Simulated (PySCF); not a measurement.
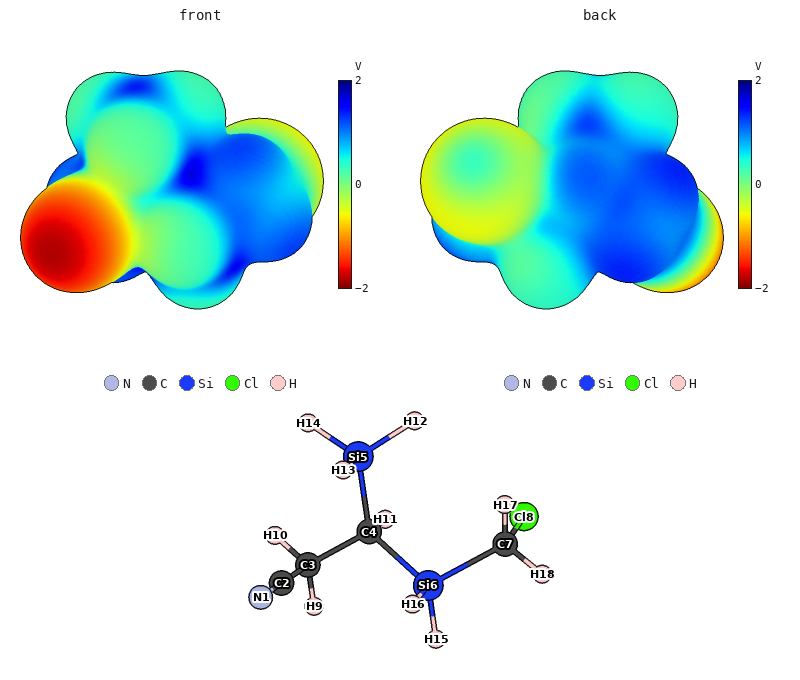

*C$_{4}$H$_{10}$ClNSi$_{2}$. The electrostatic potential painted on the density surface at 0.002 e/bohr³, seen from the front and from behind; the colour scale runs from red (negative) to blue (positive). The bare structure is drawn below in the same view.*

Geometry: GFN2-xTB.

Method: PySCF, PBE0/pcSseg-1, SCF density, gas phase, non-relativistic.

Input

```
{"job": {"kind": "nmr", "xc": "PBE0", "basis": "pcSseg-1"}, "charge": 0, "multiplicity": 1}
N     -2.259233    -1.989435     1.582912
C     -1.828915    -1.703120     0.562775
C     -1.285108    -1.338227    -0.716457
C     -0.339663    -0.130209    -0.612443
Si    -1.278754     1.430578    -0.018885
Si     1.188090    -0.575730     0.433711
C      2.395778     0.901712     0.409401
Cl     2.759399     1.328348    -1.282229
H     -0.756332    -2.210673    -1.114756
H     -2.123261    -1.115327    -1.385349
H      0.010029     0.076500    -1.629578
H     -0.417835     2.597368    -0.201930
H     -1.653177     1.275418     1.384249
H     -2.480255     1.570735    -0.848421
H      1.877410    -1.726825    -0.164454
H      0.848163    -0.845376     1.831912
H      1.989729     1.794668     0.876615
H      3.345174     0.665913     0.881269
```

Command:

```sh
OMP_NUM_THREADS=1 python probes_run.py task.json out
```

### Which sites attract a positive test charge, and which a negative one?

A positive charge is drawn to the negative regions and a negative charge to the positive ones. The most negative region (about −1.8 V) lies over N1, the most positive (about +1.5 V) over Si5 and Si6. Cl8 shows a σ-hole: about +0.3 V at the tip opposite its bond, against about −0.2 V on its flanks. N1 is the likeliest acceptor of a hydrogen bond.

### What dipole moment does the calculation give?

Its dipole moment is 2.10 D.
